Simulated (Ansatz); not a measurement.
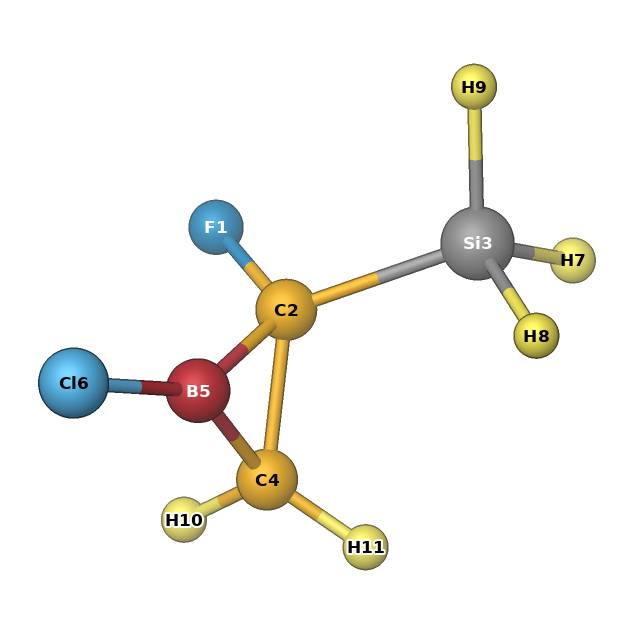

Depth is shown by fading: the farther an atom, the more it takes the colour of the background. The geometry was computed by an optimisation with PBE0-D4/def2-TZVP. No frequency run is at hand to confirm it as a minimum.

Find the stereocentres and stereogenic double bonds.

Centres: C2.

What are the Cahn–Ingold–Prelog descriptors?

C2: R (priorities Si3 > F1 > C4 > B5).
